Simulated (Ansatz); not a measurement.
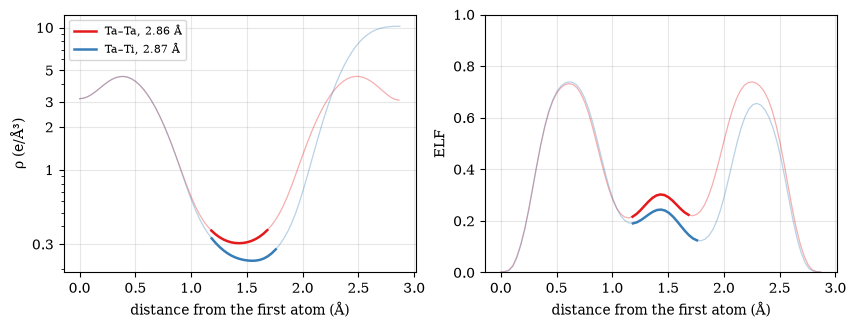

Figure 1: Ta₇Ti. Valence electron density and electron localisation function along straight lines between neighbouring atoms. Thin, pale parts lie inside the atomic spheres.

Space group P4/mmm; a generated structure, not necessarily the stable one; computed without spin polarisation.

Method: Ansatz, DFT PBE, scalar-relativistic, plane waves, PAW.

In a PAW calculation such maps are meaningful between the atoms, not at the nuclei.

Compare the contacts.

Ta–Ta (2.86 Å): ρ is about 0.3 e/Å³ halfway; the ELF is about 0.30 at the midpoint.
Ta–Ti (2.87 Å): ρ is about 0.24 e/Å³ halfway; the ELF is about 0.25 at the midpoint (no shared electron pair shows on this line).
